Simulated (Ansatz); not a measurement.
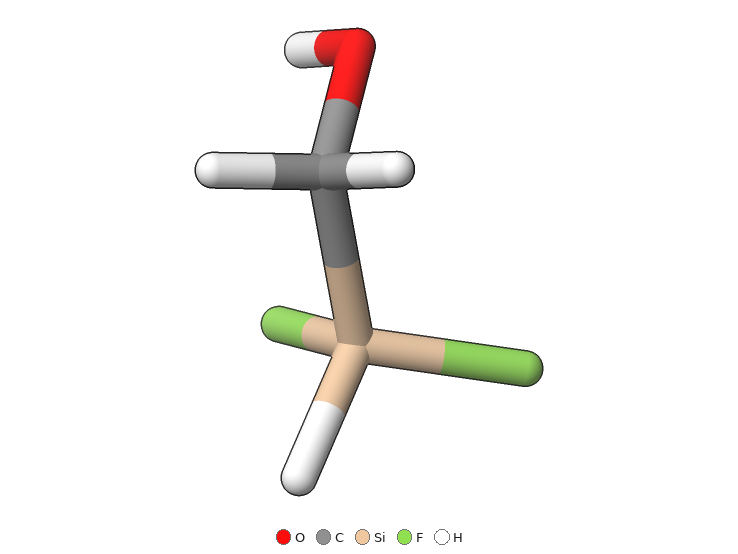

The computed structure is the end point of a PBE0-D4/def2-TZVP optimisation. No frequency run is at hand to confirm it as a minimum. Program: Ansatz 0.2.0.

Tabulate HOMO energy (eV), dipole (D) at these levels: B3LYP-D4/def2-TZVPP; PBE-D4/def2-TZVPP; r2SCAN-D4/def2-TZVPP; ωB97M-V/def2-TZVPP.

```
               level  HOMO energy (eV)  dipole (D)
 B3LYP-D4/def2-TZVPP             −7.75        2.07
   PBE-D4/def2-TZVPP             −6.38        1.90
r2SCAN-D4/def2-TZVPP             −6.71        1.97
  ωB97M-V/def2-TZVPP            −10.33        2.05
```
